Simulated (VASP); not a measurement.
## A VASP study of Nickel (LDA): structure first, properties next

How well does LDA reproduce what experiment finds for Nickel? The cell is relaxed first, and properties follow on it. The steps: magnetic order: ferromagnetic, magnetic order: antiferromagnetic, q = (0, 0, 1/2), magnetic order: antiferromagnetic, q = (1/2, 1/2, 0), the orders side by side, relaxing cell and atoms (LDA), second relaxation, single point with fields (LDA), bands along the symmetry lines (LDA), total and projected DOS (LDA), core-level energies (LDA) and electric field gradients (LDA). Left out of this account: 1 further run (phonons: it ended without a result to show). The start is a cell from a database of measured crystal structures.

Calculated with VASP 6.6.1; LDA, spin-polarised from a ferromagnetic start (one magnetic atom a cell); plane waves and PAW (Ni), in the first sound run; inputs show where later runs differ.

Experimental background.

For Ni, fcc (commercial nickel metal powder), “Abiotic ammonium formation in the presence of Ni-Fe metals and alloys and its implications for the Hadean nitrogen cycle” (2008, pmc:2430951) gives, by powder XRD, LeBail refinement: lattice constant a (cubic cell parameter a) 3.523 ± 0.001 Å [commercial metal powder; measurement temperature not stated].

**1. Starting point**

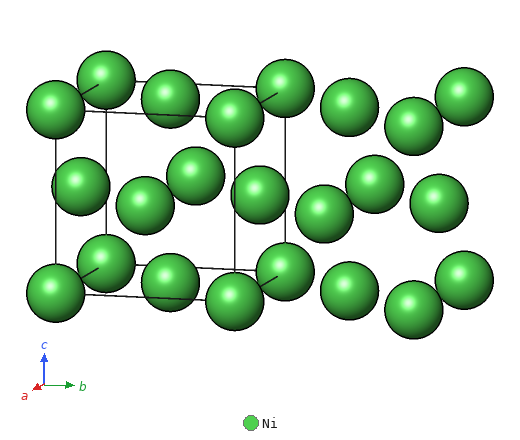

Start, viewed slightly off an axis; nickel green. 1×2×1 cells are drawn. This picture shows the conventional cell, with its axes. Some periodic images of atoms are drawn too.

Structure file:

```cif
data_structure
_symmetry_space_group_name_H-M 'Fm-3m'
_symmetry_Int_Tables_number 225
_cell_length_a 3.5239
_cell_length_b 3.5239
_cell_length_c 3.5239
_cell_angle_alpha 90.000
_cell_angle_beta 90.000
_cell_angle_gamma 90.000
_cell_volume 43.76
loop_
_atom_site_label
_atom_site_type_symbol
_atom_site_symmetry_multiplicity
_atom_site_Wyckoff_symbol
_atom_site_fract_x
_atom_site_fract_y
_atom_site_fract_z
_atom_site_occupancy
Ni1 Ni 4 a 0.00000 0.00000 0.00000 1
```

**2. Magnetic order: ferromagnetic**

The properties of a magnet depend on its order, so a few collinear patterns are compared first on the cell as listed, beginning with all moments parallel. LDA, the lowest rung, knows the local density alone.

The input, INCAR:

```
SYSTEM = Ni
PREC = Accurate
ENCUT = 400
EDIFF = 1E-06
NELM = 100
ISMEAR = 1
SIGMA = 0.2
LREAL = .FALSE.
ALGO = Normal
GGA = CA
NBANDS = 12
ISPIN = 2
MAGMOM = 1
LASPH = .TRUE.
LMAXMIX = 4
LORBIT = 11
LWAVE = .FALSE.
LCHARG = .FALSE.
KPAR = 4
ISIF = 2
```

The input, POSCAR:

```
Ni
1.0
    0.0000000000      1.7619350000      1.7619350000
    1.7619350000      0.0000000000      1.7619350000
    1.7619350000      1.7619350000      0.0000000000
Ni
1
Direct
    0.0000000000      0.0000000000      0.0000000000
```

The input, KPOINTS:

```
Automatic mesh
0
Gamma
11 11 11
0 0 0
```

The projector-augmented-wave data sets are Ni (LDA family, release 64).

On the command line:

```sh
$ mpirun -np 4 vasp_std
```

Log:

```text
[banner, memory and clock lines left out]
running    4 mpi-ranks, on    1 nodes
 distrk:  each k-point on    1 cores,    4 groups
 distr:  one band on    1 cores,    1 groups

 POSCAR found type information on POSCAR Ni
 POSCAR found :  1 types and       1 ions
 LDA part: xc-table for (Slater(with rela. corr.)+CA(PZ))
 , standard interpolation
 POSCAR, INCAR and KPOINTS ok, starting setup
 FFT: planning ... GRIDC
 FFT: planning ... GRID_SOFT
 FFT: planning ... GRID
 WAVECAR not read
 entering main loop
       N       E                     dE             d eps       ncg     rms          rms(c)
DAV:   1     0.238169614793E+02    0.23817E+02   -0.38647E+03  2900   0.884E+02
DAV:   2    -0.678317903119E+01   -0.30600E+02   -0.28796E+02  2872   0.151E+02
DAV:   3    -0.762885953487E+01   -0.84568E+00   -0.83700E+00  3128   0.281E+01
DAV:   4    -0.763535506438E+01   -0.64955E-02   -0.64946E-02  3088   0.214E+00
DAV:   5    -0.763548293559E+01   -0.12787E-03   -0.12787E-03  3172   0.286E-01    0.101E+01
DAV:   6    -0.694874868551E+01    0.68673E+00   -0.16169E+01  3400   0.536E+01    0.642E+00
DAV:   7    -0.654986922111E+01    0.39888E+00   -0.30225E+00  3316   0.214E+01    0.178E+00
DAV:   8    -0.653195550694E+01    0.17914E-01   -0.20764E-02  3772   0.121E+00    0.895E-01
DAV:   9    -0.652903563544E+01    0.29199E-02   -0.16333E-03  4000   0.282E-01    0.258E-01
DAV:  10    -0.652813537832E+01    0.90026E-03   -0.90501E-04  4024   0.188E-01    0.405E-02
DAV:  11    -0.652812969274E+01    0.56856E-05   -0.13274E-05  3416   0.303E-02    0.243E-02
DAV:  12    -0.652813077649E+01   -0.10838E-05   -0.21497E-06  1848   0.988E-03    0.425E-03
DAV:  13    -0.652813076350E+01    0.12988E-07   -0.40647E-07  1504   0.430E-03
   1 F= -.65281308E+01 E0= -.65275482E+01  d E =-.174769E-02  mag=     0.5711
```

The job ended after 2 s (4 MPI ranks of Intel Xeon 6975P-C (Granite Rapids), shared host; peak memory 0.44 GiB).

Lines that name or quote the potential files are left out of all logs, and their timing lines are given in words.

From OUTCAR (step 2):

```text
ion  position               nearest neighbor table
   1  0.000  0.000  0.000-

  LATTYP: Found a face centered cubic cell.
 ALAT       =     3.5238700000

 Subroutine GETGRP returns: Found 48 space group operations
 (whereof 48 operations were pure point group operations)

The static configuration has the point symmetry O_h .

 Found     56 irreducible k-points:

   k-points           NKPTS =     56   k-points in BZ     NKDIM =     56   number of bands    NBANDS=     12

   dimension x,y,z NGX =    16 NGY =   16 NGZ =   16
   dimension x,y,z NGXF=    32 NGYF=   32 NGZF=   32

   ENCUT  =  400.0 eV  29.40 Ry    5.42 a.u.   4.06  4.06  4.06*2*pi/ulx,y,z

   NELECT =      10.0000    total number of electrons

 k-points in reciprocal lattice and weights: Automatic mesh
   0.00000000  0.00000000  0.00000000       0.001
   0.09090909  0.00000000  0.00000000       0.006
   0.18181818  0.00000000  0.00000000       0.006
   0.27272727  0.00000000  0.00000000       0.006
   0.36363636  0.00000000  0.00000000       0.006
   0.45454545  0.00000000  0.00000000       0.006
   0.09090909  0.09090909  0.00000000       0.005
   0.18181818  0.09090909  0.00000000       0.018
   0.27272727  0.09090909  0.00000000       0.018
[...]
-0.36363636  0.45454545  0.18181818       0.018
  -0.27272727  0.45454545  0.18181818       0.018

 average (electrostatic) potential at core
       1 -82.1181

 E-fermi :   8.9349

 spin component 1
 k-point     1 :       0.0000    0.0000    0.0000
  band No.  band energies     occupation
    ...
      2       6.6287      1.00000
      3       6.6287      1.00000
      4       6.6287      1.00000
      5       7.7705      1.00000
      6       7.7705      1.00000
      7      32.6947      0.00000
      8      36.3989      0.00000
      9      36.3989      0.00000
     10      36.3989      0.00000
     11      39.3497      0.00000
    ...

 k-point     2 :       0.0909    0.0000    0.0000
  band No.  band energies     occupation
    ...
      2       6.5482      1.00000
      3       6.6979      1.00000
      4       6.6979      1.00000
      5       7.7431      1.00000
      6       7.7431      1.00000
      7      31.2662      0.00000
      8      34.0291      0.00000
      9      35.7406      0.00000
     10      35.7406      0.00000
     11      40.3573      0.00000
    ...

 k-point     3 :       0.1818    0.0000    0.0000
  band No.  band energies     occupation
    ...
      2       6.3720      1.00000
      3       6.8269      1.00000
      4       6.8269      1.00000
      5       7.7351      1.00000
      6       7.7351      1.00000
      7      26.8065      0.00000
      8      33.3382      0.00000
      9      34.7893      0.00000
     10      34.7893      0.00000
     11      40.5858      0.00000
    ...

 k-point     4 :       0.2727    0.0000    0.0000
  band No.  band energies     occupation
    ...
      2       6.3269      1.00000
      3       6.8330      1.00000
      4       6.8330      1.00000
      5       7.9108      1.00000
      6       7.9108      1.00000
      7      22.2405      0.00000
      8      32.5933      0.00000
      9      34.0768      0.00000
     10      34.0768      0.00000
     11      39.3299      0.00000
    ...

 k-point     5 :       0.3636    0.0000    0.0000
  band No.  band energies     occupation
    ...
      2       6.7253      1.00000
      3       6.7253      1.00000
      4       6.9515      1.00000
      5       8.2108      1.00000
      6       8.2108      1.00000
      7      18.1597      0.00000
      8      31.7812      0.00000
      9      33.6387      0.00000
     10      33.6387      0.00000
     11      37.5486      0.00000
    ...

 k-point     6 :       0.4545    0.0000    0.0000
  band No.  band energies     occupation
    ...
      2       6.6386      1.00000
      3       6.6386      1.00000
      4       8.3707      1.00025
      5       8.4239      1.00090
      6       8.4239      1.00090
      7      15.1519      0.00000
      8      31.2833      0.00000
      9      33.4392      0.00000
     10      33.4392      0.00000
     11      36.5624      0.00000
    ...

  Total       -1.2736933     -1.2736933     -1.2736933     -0.0000000     -0.0000000     -0.0000000
  in kB     -186.5416516   -186.5416516   -186.5416516     -0.0000000     -0.0000000     -0.0000000
  external PRESSURE =    -186.5416516 kB  Pullay stress =       0.0000000 kB

  energy-cutoff  :      400.00
  volume of cell :       10.94
      direct lattice vectors                 reciprocal lattice vectors
     0.000000000  1.761935000  1.761935000    -0.283778914  0.283778914  0.283778914
     1.761935000  0.000000000  1.761935000     0.283778914 -0.283778914  0.283778914
     1.761935000  1.761935000  0.000000000     0.283778914  0.283778914 -0.283778914

 POSITION                                       TOTAL-FORCE (eV/Angst)
 -----------------------------------------------------------------------------------
      0.00000      0.00000      0.00000         0.000000      0.000000      0.000000
 -----------------------------------------------------------------------------------
    total drift:                                0.000000      0.000000     -0.000000

  FREE ENERGIE OF THE ION-ELECTRON SYSTEM (eV)
  ---------------------------------------------------
  free  energy   TOTEN  =        -6.5281307635 eV

  energy  without entropy=       -6.5263830770  energy(sigma->0) =       -6.52754820

 total charge
# of ion       s       p       d       tot
------------------------------------------
    1        0.496   0.491   8.320   9.308

 magnetization (x)
# of ion       s       p       d       tot
------------------------------------------
    1       -0.006  -0.020   0.604   0.578

[... 6 further parts left out ...]
```

The k-mesh is coarse for a metal. At this level the cell is under a tension of 18.7 GPa, so at these settings it is away from equilibrium.

This step gave:

| Property | Result |
| --- | --- |
| SCF cycles | 13 |
| electrons | 10 |
| bands | 12 |
| irreducible k-points | 56 |
| symmetry operations | 48 |
| free energy (TOTEN) | -6.528 eV |
| energy at zero smearing | -6.528 eV |
| Fermi energy | 8.935 eV |
| pressure | -18.65 GPa |
| moment of the cell, from the last line of the log | 0.5711 μB |
| metallic | yes |

Spin moment in the PAW sphere by atom:

| atom | spin moment in the PAW sphere (μB) |
| --- | --- |
| Ni1 | 0.578 |

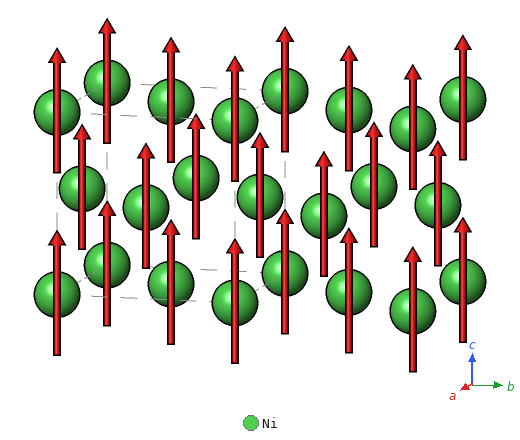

Spin moment in the PAW sphere as arrows, the longest 0.578 μB. Up and down stand for the sign. Arrows give size and sign along the axis of quantisation, drawn up and down the page. 1×2×1 conventional cells are drawn. Some periodic images of atoms are drawn too.

The run ends ferromagnetic with a largest moment of 0.58 μB, and the mesh shows no gap.

**3. Magnetic order: antiferromagnetic, q = (0, 0, 1/2)**

This step: LDA, spin-polarised from an antiferromagnetic start; plane waves and PAW (Ni) (VASP 6.6.1).

System of this step: Nickel. Symmetry: Fm-3m, No. 225, cubic system. The conventional cell has a = 3.524 Å, b = 3.524 Å, c = 3.524 Å, α = 90.00°, β = 90.00°, γ = 90.00°. Nearest to Ni lie 12 Ni at 2.49 Å.

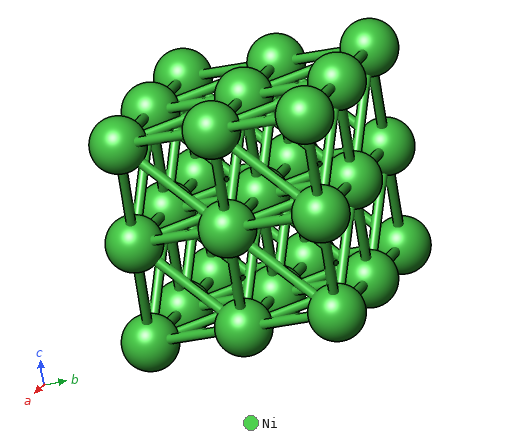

The cell of this step (nickel green). 2×2×1 cells are drawn. Some periodic images of atoms are drawn too.

Next, a pattern with opposite moments, which needs a doubled cell; q is given in the reciprocal vectors of the primitive cell.

Changes to INCAR since step 2:

```diff
@@ -10,5 +10,5 @@
 GGA = CA
-NBANDS = 12
+NBANDS = 17
 ISPIN = 2
-MAGMOM = 1
+MAGMOM = 1 -1
 LASPH = .TRUE.
```

The input, POSCAR:

```
Ni
1.0
    0.0000000000      1.7619350000      1.7619350000
    1.7619350000      0.0000000000      1.7619350000
    3.5238700000      3.5238700000      0.0000000000
Ni
2
Direct
    0.0000000000      0.0000000000      0.0000000000
    0.0000000000      0.0000000000      0.5000000000
```

KPOINTS is that of step 2.

On the command line:

```sh
$ mpirun -np 4 vasp_std
```

Log:

```text
[banner, memory and clock lines left out]
running    4 mpi-ranks, on    1 nodes
 distrk:  each k-point on    1 cores,    4 groups
 distr:  one band on    1 cores,    1 groups

 POSCAR found type information on POSCAR Ni
 POSCAR found :  1 types and       2 ions
 LDA part: xc-table for (Slater(with rela. corr.)+CA(PZ))
 , standard interpolation
 POSCAR, INCAR and KPOINTS ok, starting setup
 FFT: planning ... GRIDC
 FFT: planning ... GRID_SOFT
 FFT: planning ... GRID
 WAVECAR not read
 entering main loop
       N       E                     dE             d eps       ncg     rms          rms(c)
DAV:   1     0.739002469415E+02    0.73900E+02   -0.78677E+03 10736   0.138E+03
DAV:   2    -0.125936073338E+02   -0.86494E+02   -0.81158E+02 10025   0.231E+02
DAV:   3    -0.151235436690E+02   -0.25299E+01   -0.24760E+01 11319   0.524E+01
DAV:   4    -0.151567926628E+02   -0.33249E-01   -0.33234E-01 12655   0.502E+00
DAV:   5    -0.151575005476E+02   -0.70788E-03   -0.70785E-03 11525   0.643E-01    0.144E+01
DAV:   6    -0.137778456415E+02    0.13797E+01   -0.12377E+01 10285   0.759E+01    0.910E+00
DAV:   7    -0.129985415659E+02    0.77930E+00   -0.28113E+00 10405   0.325E+01    0.254E+00
DAV:   8    -0.129696958729E+02    0.28846E-01   -0.46839E-02 14969   0.373E+00    0.103E+00
DAV:   9    -0.129657679261E+02    0.39279E-02   -0.60452E-03 15147   0.134E+00    0.404E-01
DAV:  10    -0.129649919489E+02    0.77598E-03   -0.46908E-03 16732   0.137E+00    0.152E-01
DAV:  11    -0.129650917734E+02   -0.99824E-04   -0.30904E-04 14769   0.206E-01    0.132E-01
DAV:  12    -0.129654232884E+02   -0.33152E-03   -0.27999E-03 13555   0.964E-01    0.938E-02
DAV:  13    -0.129655689989E+02   -0.14571E-03   -0.13963E-03 14889   0.652E-01    0.541E-02
DAV:  14    -0.129656134417E+02   -0.44443E-04   -0.10717E-03 17139   0.517E-01    0.389E-02
DAV:  15    -0.129656792618E+02   -0.65820E-04   -0.24493E-03 13412   0.789E-01    0.251E-02
DAV:  16    -0.129657102718E+02   -0.31010E-04   -0.13271E-03 16387   0.526E-01    0.152E-02
DAV:  17    -0.129657234588E+02   -0.13187E-04   -0.75238E-04 17198   0.382E-01    0.807E-03
DAV:  18    -0.129657282998E+02   -0.48409E-05   -0.39993E-04 16206   0.273E-01    0.592E-03
DAV:  19    -0.129657296301E+02   -0.13303E-05   -0.32119E-04 15879   0.241E-01    0.324E-03
DAV:  20    -0.129657300240E+02   -0.39391E-06   -0.24833E-05 11770   0.730E-02    0.135E-03
DAV:  21    -0.129657301187E+02   -0.94646E-07   -0.50561E-06  5132   0.322E-02
   1 F= -.12965730E+02 E0= -.12955581E+02  d E =-.304471E-01  mag=     0.0000
```

Elapsed: 14 s, on 4 MPI ranks; peak memory 0.61 GiB; 54 s of CPU time.

OUTCAR, selected parts (step 3):

```text
  LATTYP: Found a trigonal (rhomboedric) cell.
 ALAT       =     4.3158417100
 COS(alpha) =     0.8333333333

 Subroutine GETGRP returns: Found 12 space group operations
 (whereof 12 operations were pure point group operations)

The static configuration has the point symmetry D_3d.

 Found    146 irreducible k-points:

   k-points           NKPTS =    146   k-points in BZ     NKDIM =    146   number of bands    NBANDS=     17

   dimension x,y,z NGX =    16 NGY =   16 NGZ =   36
   dimension x,y,z NGXF=    32 NGYF=   32 NGZF=   72

   ENCUT  =  400.0 eV  29.40 Ry    5.42 a.u.   4.06  4.06  8.13*2*pi/ulx,y,z

   NELECT =      20.0000    total number of electrons

 E-fermi :   8.7706

 spin component 1
 k-point     1 :       0.0000    0.0000    0.0000
  band No.  band energies     occupation
    ...
      8       8.0487      1.00000
      9       8.0487      1.00000
     10       8.7154      0.72399
     11       8.7689      0.50704
     12       8.7689      0.50703
     13      14.8108      0.00000
     14      31.1982      0.00000
     15      32.6789      0.00000
     16      33.4657      0.00000
     17      33.4657      0.00000

 k-point     2 :       0.0909    0.0000    0.0000
  band No.  band energies     occupation
    ...
      6       6.9962      1.00000
      7       7.0284      1.00000
      8       7.5895      1.00000
      9       8.0206      1.00000
     10       8.0208      1.00000
     11       8.7770      0.47278
     12       9.9828     -0.00000
     13      15.1104      0.00000
     14      29.5845      0.00000
     15      31.2947      0.00000
    ...

 k-point     3 :       0.1818    0.0000    0.0000
  band No.  band energies     occupation
    ...
      6       7.1232      1.00000
      7       7.1234      1.00000
      8       7.3932      1.00000
      9       8.0152      1.00000
     10       8.0161      1.00000
     11       8.7986      0.38265
     12      10.9752     -0.00000
     13      16.1494      0.00000
     14      26.1153      0.00000
     15      26.8709      0.00000
    ...

 k-point     4 :       0.2727    0.0000    0.0000
  band No.  band energies     occupation
    ...
      6       7.1177      1.00000
      7       7.1187      1.00000
      8       7.9119      1.00000
      9       8.2044      1.00023
     10       8.2061      1.00024
     11       8.8290      0.26401
     12      11.4941     -0.00000
     13      18.0520      0.00000
     14      22.3269      0.00000
     15      22.7861      0.00000
    ...

  Total       -2.6264157     -2.6264157     -2.6264157     -0.0117628      0.0117628      0.0117628
  in kB     -192.3288410   -192.3288410   -192.3288410     -0.8613742      0.8613742      0.8613742
  external PRESSURE =    -192.3288410 kB  Pullay stress =       0.0000000 kB

  energy-cutoff  :      400.00
  volume of cell :       21.88
      direct lattice vectors                 reciprocal lattice vectors
     0.000000000  1.761935000  1.761935000    -0.283778914  0.283778914  0.283778914
     1.761935000  0.000000000  1.761935000     0.283778914 -0.283778914  0.283778914
     3.523870000  3.523870000  0.000000000     0.141889457  0.141889457 -0.141889457

 POSITION                                       TOTAL-FORCE (eV/Angst)
 -----------------------------------------------------------------------------------
      0.00000      0.00000      0.00000         0.000000      0.000000      0.000000
      1.76194      1.76194      0.00000        -0.000000      0.000000     -0.000000
 -----------------------------------------------------------------------------------
    total drift:                                0.000000      0.000000     -0.000000

  FREE ENERGIE OF THE ION-ELECTRON SYSTEM (eV)
  ---------------------------------------------------
  free  energy   TOTEN  =       -12.9657301187 eV

  energy  without entropy=      -12.9352829715  energy(sigma->0) =      -12.95558107

 total charge
# of ion       s       p       d       tot
------------------------------------------
    1        0.495   0.489   8.325   9.309
    2        0.495   0.489   8.325   9.309
--------------------------------------------------
tot          0.990   0.978  16.650  18.617

 magnetization (x)
# of ion       s       p       d       tot
------------------------------------------
    1       -0.000   0.000   0.002   0.002
    2        0.000  -0.000  -0.002  -0.002
--------------------------------------------------
tot          0.000   0.000   0.000   0.000

[... 6 further parts left out ...]
```

At this level the cell is under a tension of 19.2 GPa, so at these settings it is away from equilibrium.

Numbers from this step:

```
SCF cycles              : 21
electrons               : 20
bands                   : 17
irreducible k-points    : 146
symmetry operations     : 12
free energy (TOTEN)     : -12.97 eV
energy at zero smearing : -12.96 eV
Fermi energy            : 8.771 eV
pressure                : -19.23 GPa
```

Spin moment in the PAW sphere by atom:

| atom | spin moment in the PAW sphere (μB) |
| --- | --- |
| Ni1 | 0.0020 |
| Ni2 | -0.0020 |

The energy lies +49.8 meV an atom from the first pattern. The moments fall under 0.1 μB, and the mesh shows no gap.

(Continued in part 2 of 4.)

[Lines on the potential files, build, host, timing and source positions are cut from VASP's logs without a mark.]

[Logs are printed without paths, hosts, clocks, repeated set-up lines and the standing remarks that a program may print on its own settings, such as how far it seeks lower states.]

[Hosts, paths, dates, database ids (printed as entryN), source tags and the programs' standing remarks are cut or masked in the printed files.]

[A measured line is paired with the nearest computed mode of its activity, which favours agreement.]
